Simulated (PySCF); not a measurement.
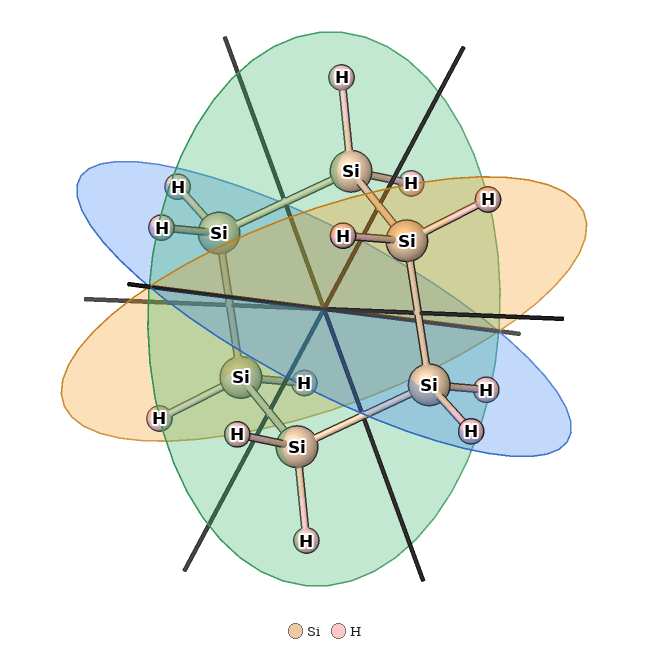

All proper rotation axes (lines) and mirror planes (discs) of the structure are drawn in. Depth is shown by fading: the farther an atom, the more it takes the colour of the background. Computed geometry: PBE0-D3(BJ)/def2-SVP optimisation. No frequency run is at hand to confirm it as a minimum.

Question: Name the symmetry elements and the point group.

Answer: It has 1 C3 axis, 3 C2 axes, 1 S6 axis, 3 mirror planes and a centre of inversion. Point group D3d. The group has 12 operations. The geometry is achiral, and symmetry forbids a dipole moment.
